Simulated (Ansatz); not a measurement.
## Run report: SnH5, geometry relaxation

System: SnH5, multiplicity 2.
Method: UKS PBE-D4/def2-SVP (Ansatz 0.2.0).

It belongs to a series of runs on one base structure; here: end point A relaxed. Figures and captions count atoms from 1; the log counts them from 0 in places.

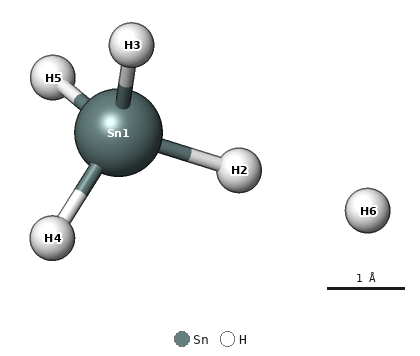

The starting structure (ball-and-stick view, seen at a tilt; atoms are numbered from 1 in the order of the input). Sticks mark near contacts.

**Key numbers**

- outcome: converged
- total energy: −5909.7513 eV
- mean-field energy: −5909.6959 eV
- ⟨S²⟩: 0.751
- largest force (length of the vector) at the end: 0.014 eV/Å
- hardware: 1 thread of Arm Neoverse V2, 24 GiB of memory available, shared host
- wall time: 20 s
- peak memory: 0.11 GiB

**The input**
```yaml
crystal:
  periodic: [false, false, false]
  atoms:
    - { symbol: Sn, position_ang: [0.000402, 0.0, -0.070595] }
    - { symbol: H, position_ang: [0.000215, 0.0, 1.672169] }
    - { symbol: H, position_ang: [1.631411, 0.0, -0.643763] }
    - { symbol: H, position_ang: [-0.815083, 1.412592, -0.644116] }
    - { symbol: H, position_ang: [-0.815083, -1.412592, -0.644116] }
    - { symbol: H, position_ang: [-6.1e-05, 0.0, 3.53222] }
magnetization:
  spin_polarized: true
  initial_magnetization: 1
basis:
  gaussian: { orbitals: def2-SVP }
hamiltonian:
  xc: pbe
  dispersion: d4
relax:
  f_tol: 0.03
  max_steps: 50
output:
  orbitals: {}
```

Launched with:
```bash
ansatz run input.yaml --threads 1 --pin off --max-ram 2048MiB --backend cpu --events-out ev --progress --plain --runs-dir out
```

**Log**
```
The last accepted step is kept in [file] (removed where the run ends without a failure and the disk answers)
Engine: ansatz 0.2.0, aarch64-unknown-linux-gnu
Functional definition: PBE
  parameter kappa = 0.804
  parameter beta = 0.06672455060314922
  exchange = pbe_x(kappa = kappa, mu = beta*pi^2/3)
  correlation = pbe_c(beta = beta)
581 factors; their error is unknown
mean field evaluation 1: about -5907.8496 eV, gradient 9.0e0 eV
mean field evaluation 2: about -5908.3112 eV, gradient 5.6e0 eV
mean field evaluation 4: about -5908.5219 eV, gradient 1.9e-1 eV
mean field evaluation 8: about -5908.5173 eV, gradient 6.7e-2 eV
mean field evaluation 16: about -5908.5173 eV, gradient 2.2e-5 eV
mean field -5908.51729648 eV, -217.1340057086 hartree, gradient 2.2e-5 eV, S^2 0.751154; 0 other end points of the search recorded, 0 dependent functions left out
the calculation of the forces begins
reference -5908.51734032 eV, -217.1340073198 hartree; 14, 13 occupied and 37, 38 virtual orbitals, 581 factors
relax step   1: F+E_penalty+E_count = -5908.58319946 eV  Δ(F+E_penalty+E_count) = +0.000e0 eV  max|allowed force component| = 5.378e-2 eV/Å  Δτ_max = 0.0000 Å  (26 SCF iters, accepted)
these checks for a lower state are left out or cut short: starts, cluster_reference, orbital_swaps, neighbouring_geometries, increment
581 factors; their error is unknown
mean field -5908.51833083 eV, -217.1340437203 hartree, gradient 7.3e-5 eV, S^2 0.751224; 0 other end points of the search recorded, 0 dependent functions left out
[... from here on the field's lines of each further geometry are left out, up to the last ...]
relax step   2: F+E_penalty+E_count = -5908.58451497 eV  Δ(F+E_penalty+E_count) = -1.316e-3 eV  max|allowed force component| = 8.257e-2 eV/Å  Δτ_max = 0.0188 Å  (24 SCF iters, accepted)
relax step   3: F+E_penalty+E_count = -5908.60265294 eV  Δ(F+E_penalty+E_count) = -1.814e-2 eV  max|allowed force component| = 3.947e-1 eV/Å  Δτ_max = 0.1602 Å  (25 SCF iters, accepted)
relax step   4: F+E_penalty+E_count = -5908.67973568 eV  Δ(F+E_penalty+E_count) = -7.708e-2 eV  max|allowed force component| = 9.620e-1 eV/Å  Δτ_max = 0.1907 Å  (27 SCF iters, accepted)
relax step   5: F+E_penalty+E_count = -5908.74112387 eV  Δ(F+E_penalty+E_count) = -6.139e-2 eV  max|allowed force component| = 1.040e0 eV/Å  Δτ_max = 0.0442 Å  (28 SCF iters, accepted)
relax step   6: F+E_penalty+E_count = -5909.05137296 eV  Δ(F+E_penalty+E_count) = -3.102e-1 eV  max|allowed force component| = 2.105e0 eV/Å  Δτ_max = 0.1956 Å  (30 SCF iters, accepted)
relax step   7: F+E_penalty+E_count = -5908.92394471 eV  Δ(F+E_penalty+E_count) = +1.274e-1 eV  max|allowed force component| = 6.161e0 eV/Å  Δτ_max = 0.1951 Å  (27 SCF iters, rejected (line search))
relax step   8: F+E_penalty+E_count = -5909.31295621 eV  Δ(F+E_penalty+E_count) = -2.616e-1 eV  max|allowed force component| = 1.624e0 eV/Å  Δτ_max = 0.0950 Å  (27 SCF iters, accepted)
relax step   9: F+E_penalty+E_count = -5909.45920561 eV  Δ(F+E_penalty+E_count) = -1.462e-1 eV  max|allowed force component| = 1.296e0 eV/Å  Δτ_max = 0.1000 Å  (28 SCF iters, accepted)
relax step  10: F+E_penalty+E_count = -5909.60188917 eV  Δ(F+E_penalty+E_count) = -1.427e-1 eV  max|allowed force component| = 6.208e-1 eV/Å  Δτ_max = 0.1500 Å  (27 SCF iters, accepted)
relax step  11: F+E_penalty+E_count = -5909.68800069 eV  Δ(F+E_penalty+E_count) = -8.611e-2 eV  max|allowed force component| = 6.424e-1 eV/Å  Δτ_max = 0.1948 Å  (27 SCF iters, accepted)
relax step  12: F+E_penalty+E_count = -5909.72912719 eV  Δ(F+E_penalty+E_count) = -4.113e-2 eV  max|allowed force component| = 4.955e-1 eV/Å  Δτ_max = 0.1925 Å  (25 SCF iters, accepted)
relax step  13: F+E_penalty+E_count = -5909.73145165 eV  Δ(F+E_penalty+E_count) = -2.324e-3 eV  max|allowed force component| = 2.815e-1 eV/Å  Δτ_max = 0.1205 Å  (27 SCF iters, accepted)
relax step  14: F+E_penalty+E_count = -5909.75034305 eV  Δ(F+E_penalty+E_count) = -1.889e-2 eV  max|allowed force component| = 4.379e-2 eV/Å  Δτ_max = 0.1665 Å  (26 SCF iters, accepted)
relax step  15: F+E_penalty+E_count = -5909.75105441 eV  Δ(F+E_penalty+E_count) = -7.114e-4 eV  max|allowed force component| = 7.893e-3 eV/Å  Δτ_max = 0.0354 Å  (23 SCF iters, accepted)
the calculation of the forces begins
reference -5909.69587825 eV, -217.1773177898 hartree; 14, 13 occupied and 37, 38 virtual orbitals, 581 factors
relax step  16: F+E_penalty+E_count = -5909.75128683 eV  Δ(F+E_penalty+E_count) = -2.324e-4 eV  max|allowed force component| = 1.353e-2 eV/Å  Δτ_max = 0.0373 Å  (22 SCF iters, accepted)
```

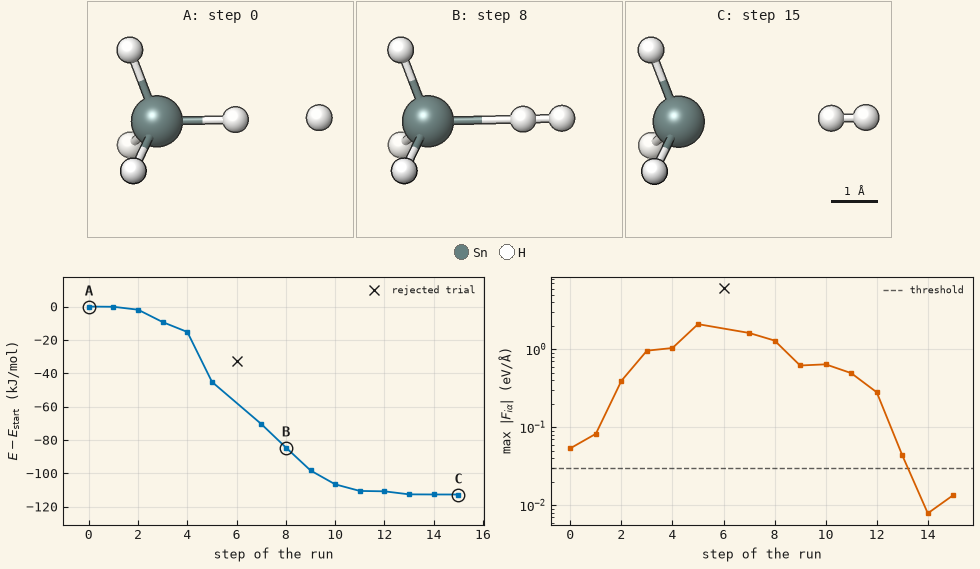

Frames of the relaxation (ball-and-stick view, seen at a tilt) above the curves, on which the letters mark them (the first geometry is step 0 here and step 1 in the log).

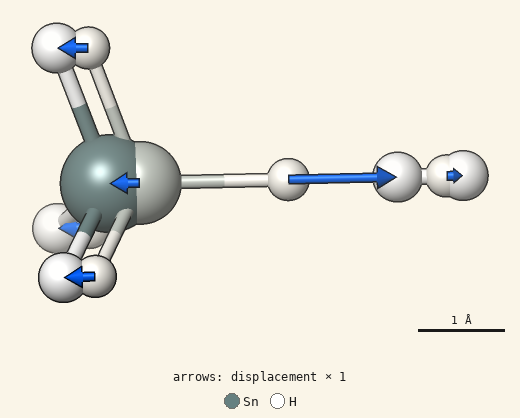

Start (faint) and end (solid) with the displacements as blue arrows, at true length (ball-and-stick view, seen at a tilt). The two geometries are laid on each other by the best rigid fit. After 15 geometry steps the energy has fallen by 112.7 kJ/mol. The largest force component goes from 0.054 to 0.014 eV/Å. The line search rejected the trial step at point 6 (counted from 0) and went back. The atom that moves furthest after the best rigid fit is H2 (1.28 Å). Largest moves by element: H 1.28 Å, Sn 0.36 Å. Among the contacts that change: Sn1–H2 1.743 → 3.388 Å, H2–H6 1.860 → 0.770 Å, Sn1–H3 1.729 → 1.741 Å. New bonds form: H2–H6 (1.86 → 0.77 Å). Bonds break: Sn1–H2 (1.74 → 3.39 Å). (Atoms are counted from 1 in the order of the input.)

```
581 factors; their error is unknown
mean field -5909.69583776 eV, -217.1773163021 hartree, gradient 1.3e-5 eV, S^2 0.750894; 1 other end points of the search recorded, 0 dependent functions left out
the calculation of the forces begins
reference -5909.69587825 eV, -217.1773177898 hartree; 14, 13 occupied and 37, 38 virtual orbitals, 581 factors
Total energy: -5909.75132731 eV, -217.1793555053 hartree
Atom 0 at     0.000673    -0.000000    -0.430812 Å, force     0.000023    -0.000000     0.009607 eV/Å
Atom 1 at     0.000260     0.000000     2.956890 Å, force    -0.000035    -0.000000    -0.011298 eV/Å
Atom 2 at     1.639418    -0.000000    -1.017528 Å, force     0.002928    -0.000000    -0.003945 eV/Å
Atom 3 at    -0.818906     1.419292    -1.016982 Å, force    -0.001470     0.002547    -0.003945 eV/Å
Atom 4 at    -0.818906    -1.419292    -1.016982 Å, force    -0.001470    -0.002547    -0.003945 eV/Å
Atom 5 at    -0.000739    -0.000000     3.727214 Å, force     0.000024    -0.000000     0.013526 eV/Å
Dipole moment:     0.000009     0.000000     0.038575 e Å
```

**Trajectory as extended XYZ (Å, eV, eV/Å), 16 frames, from step=1 to step=16**
```
6
Properties=species:S:1:pos:R:3:forces:R:3 step=1 energy=-5908.58320
Sn    0.0004    0.0000   -0.0706   -0.0021   0.0000  -0.0114
H     0.0002    0.0000    1.6722   -0.0001   0.0000   0.0275
H     1.6314    0.0000   -0.6438   -0.0411   0.0000   0.0120
H    -0.8151    1.4126   -0.6441    0.0216  -0.0376   0.0128
H    -0.8151   -1.4126   -0.6441    0.0216   0.0376   0.0128
H    -0.0001    0.0000    3.5322    0.0000   0.0000  -0.0538
6
Properties=species:S:1:pos:R:3:forces:R:3 step=2 energy=-5908.58451
Sn    0.0004    0.0000   -0.0654    0.0011   0.0000  -0.0087
H     0.0001    0.0000    1.6741    0.0001   0.0000   0.0826
H     1.6254    0.0000   -0.6399    0.0248   0.0000  -0.0047
H    -0.8120    1.4071   -0.6402   -0.0130   0.0228  -0.0052
H    -0.8120   -1.4071   -0.6402   -0.0130  -0.0228  -0.0052
H    -0.0001    0.0000    3.5134    0.0000   0.0000  -0.0587
6
Properties=species:S:1:pos:R:3:forces:R:3 step=3 energy=-5908.60265
Sn    0.0003    0.0000   -0.0325    0.0057   0.0000  -0.1427
H     0.0001    0.0000    1.7048    0.0001   0.0000   0.3947
H     1.6181    0.0000   -0.6078    0.1150   0.0000  -0.0283
H    -0.8083    1.4006   -0.6080   -0.0604   0.1050  -0.0306
H    -0.8083   -1.4006   -0.6080   -0.0604  -0.1050  -0.0306
H     0.0000    0.0000    3.3532    0.0000   0.0000  -0.1625
6
Properties=species:S:1:pos:R:3:forces:R:3 step=4 energy=-5908.67974
Sn    0.0003    0.0000    0.0071    0.0069   0.0000  -0.4189
H     0.0000    0.0000    1.7599    0.0001   0.0000   0.9620
H     1.6146    0.0000   -0.5758    0.1519   0.0000  -0.0272
H    -0.8066    1.3975   -0.5759   -0.0795   0.1381  -0.0300
H    -0.8066   -1.3975   -0.5759   -0.0795  -0.1381  -0.0300
H     0.0000    0.0000    3.1625    0.0000   0.0000  -0.4560
6
Properties=species:S:1:pos:R:3:forces:R:3 step=5 energy=-5908.74112
Sn    0.0003    0.0000    0.0034    0.0038   0.0000  -0.3034
H     0.0001    0.0000    1.7926    0.0000   0.0000   1.0398
H     1.6237    0.0000   -0.5707    0.0872   0.0000  -0.0208
H    -0.8112    1.4055   -0.5709   -0.0455   0.0791  -0.0223
H    -0.8112   -1.4055   -0.5709   -0.0455  -0.0791  -0.0223
H     0.0000    0.0000    3.1183    0.0000   0.0000  -0.6710
6
Properties=species:S:1:pos:R:3:forces:R:3 step=6 energy=-5909.05137
Sn    0.0002    0.0000    0.0459    0.0058   0.0000  -1.0046
H     0.0001    0.0000    1.8918   -0.0002   0.0000   2.1053
H     1.6161    0.0000   -0.5527    0.1538   0.0000  -0.0382
H    -0.8073    1.3989   -0.5529   -0.0797   0.1381  -0.0403
H    -0.8073   -1.3989   -0.5529   -0.0797  -0.1381  -0.0403
H     0.0000    0.0000    2.9227    0.0001   0.0000  -0.9819
6
Properties=species:S:1:pos:R:3:forces:R:3 step=7 energy=-5908.92394 accepted=F
Sn    0.0002    0.0000    0.0539    0.0064   0.0000  -1.4550
H     0.0001    0.0000    2.0580    0.0001   0.0000  -4.3456
H     1.6178    0.0000   -0.5458    0.2058   0.0000  -0.1185
H    -0.8082    1.4003   -0.5460   -0.1060   0.1838  -0.1209
H    -0.8082   -1.4003   -0.5460   -0.1060  -0.1838  -0.1209
H     0.0000    0.0000    2.7276   -0.0002   0.0000   6.1610
6
Properties=species:S:1:pos:R:3:forces:R:3 step=8 energy=-5909.31296
Sn    0.0004    0.0000    0.0132    0.0023   0.0000  -0.7892
H     0.0001    0.0000    1.9868   -0.0001   0.0000   1.6236
H     1.6266    0.0000   -0.5587    0.1570   0.0000  -0.0985
H    -0.8126    1.4081   -0.5590   -0.0796   0.1381  -0.0994
H    -0.8126   -1.4081   -0.5590   -0.0796  -0.1381  -0.0994
H     0.0000    0.0000    2.8786    0.0000   0.0000  -0.5371
6
Properties=species:S:1:pos:R:3:forces:R:3 step=9 energy=-5909.45921
Sn    0.0004    0.0000   -0.0252    0.0021   0.0000  -0.5282
H     0.0001    0.0000    2.0868    0.0000   0.0000   1.2959
H     1.6315    0.0000   -0.6018    0.1052   0.0000  -0.0745
H    -0.8151    1.4123   -0.6020   -0.0536   0.0931  -0.0753
H    -0.8151   -1.4123   -0.6020   -0.0536  -0.0931  -0.0753
H     0.0000    0.0000    2.9461    0.0000   0.0000  -0.5426
6
Properties=species:S:1:pos:R:3:forces:R:3 step=10 energy=-5909.60189
Sn    0.0004    0.0000   -0.0742    0.0004   0.0000  -0.4095
H     0.0001    0.0000    2.2368   -0.0001   0.0000   0.6208
H     1.6364    0.0000   -0.6682    0.0107   0.0000  -0.0204
H    -0.8175    1.4167   -0.6684   -0.0055   0.0097  -0.0205
H    -0.8175   -1.4167   -0.6684   -0.0055  -0.0097  -0.0205
H    -0.0001    0.0000    3.0441    0.0000   0.0000  -0.1499
6
Properties=species:S:1:pos:R:3:forces:R:3 step=11 energy=-5909.68800
Sn    0.0005    0.0000   -0.1579    0.0001   0.0000  -0.2679
H     0.0001    0.0000    2.4316    0.0001   0.0000  -0.4071
H     1.6420    0.0000   -0.7558   -0.0528   0.0000   0.0109
H    -0.8203    1.4215   -0.7558    0.0264  -0.0456   0.0109
H    -0.8203   -1.4215   -0.7558    0.0264   0.0456   0.0109
H    -0.0002    0.0000    3.1955   -0.0002   0.0000   0.6424
6
Properties=species:S:1:pos:R:3:forces:R:3 step=12 energy=-5909.72913
Sn    0.0006    0.0000   -0.2599   -0.0001   0.0000   0.0136
H    -0.0001    0.0000    2.5972    0.0000   0.0000   0.4955
H     1.6355    0.0000   -0.8413    0.0590   0.0000  -0.0311
H    -0.8170    1.4160   -0.8411   -0.0295   0.0511  -0.0311
H    -0.8170   -1.4160   -0.8411   -0.0295  -0.0511  -0.0311
H    -0.0002    0.0000    3.3880    0.0000   0.0000  -0.4159
6
Properties=species:S:1:pos:R:3:forces:R:3 step=13 energy=-5909.73145
Sn    0.0005    0.0000   -0.3254    0.0010   0.0000  -0.1518
H     0.0007    0.0000    2.7177   -0.0006   0.0000   0.2098
H     1.6713    0.0000   -0.8959   -0.2815   0.0000   0.0370
H    -0.8349    1.4469   -0.8957    0.1403  -0.2431   0.0368
H    -0.8349   -1.4469   -0.8957    0.1403   0.2431   0.0368
H    -0.0008    0.0000    3.4968    0.0005   0.0000  -0.1685
6
Properties=species:S:1:pos:R:3:forces:R:3 step=14 energy=-5909.75034
Sn    0.0006    0.0000   -0.3868   -0.0001   0.0000  -0.0438
H     0.0004    0.0000    2.8842   -0.0001   0.0000   0.0427
H     1.6363    0.0000   -0.9843    0.0071   0.0000   0.0108
H    -0.8174    1.4166   -0.9839   -0.0035   0.0061   0.0108
H    -0.8174   -1.4166   -0.9839   -0.0035  -0.0061   0.0108
H    -0.0008    0.0000    3.6565    0.0001   0.0000  -0.0313
6
Properties=species:S:1:pos:R:3:forces:R:3 step=15 energy=-5909.75105
Sn    0.0007    0.0000   -0.4104    0.0000   0.0000  -0.0079
H     0.0003    0.0000    2.9195   -0.0001   0.0000   0.0016
H     1.6391    0.0000   -0.9996   -0.0007   0.0000   0.0004
H    -0.8188    1.4190   -0.9991    0.0003  -0.0006   0.0005
H    -0.8188   -1.4190   -0.9991    0.0003   0.0006   0.0005
H    -0.0008    0.0000    3.6905    0.0000   0.0000   0.0049
6
Properties=species:S:1:pos:R:3:forces:R:3 step=16 energy=-5909.75129
Sn    0.0007    0.0000   -0.4308    0.0000   0.0000   0.0096
H     0.0003    0.0000    2.9569    0.0000   0.0000  -0.0113
H     1.6394    0.0000   -1.0175    0.0029   0.0000  -0.0039
H    -0.8189    1.4193   -1.0170   -0.0015   0.0025  -0.0039
H    -0.8189   -1.4193   -1.0170   -0.0015  -0.0025  -0.0039
H    -0.0007    0.0000    3.7272    0.0000   0.0000   0.0135
```

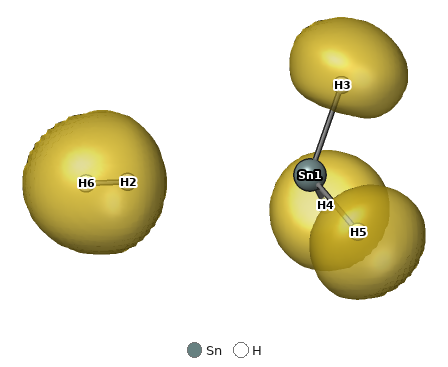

Isosurface of the ELF at 0.9 (yellow), seen at a tilt. Core shells and regions of very low density are left out. Values along the shortest contacts: H–H (0.77 Å): the ELF peaks at about 1 between the atoms.

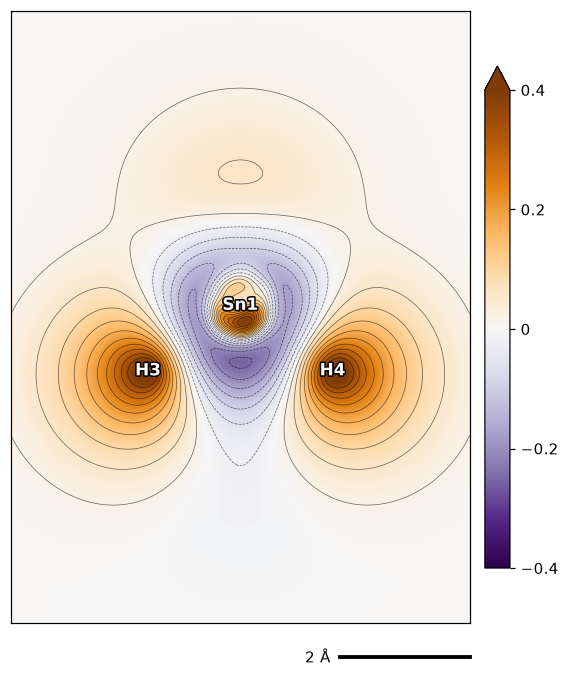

The LUMO (α) on the plane of atoms H3, Sn1 and H4 (values in Å⁻³ᐟ²; the overall sign is arbitrary). It lies mainly on Sn1 (50 %), H3 (15 %), H4 (15 %) and H5 (15 %). Its energy is −0.22 eV.
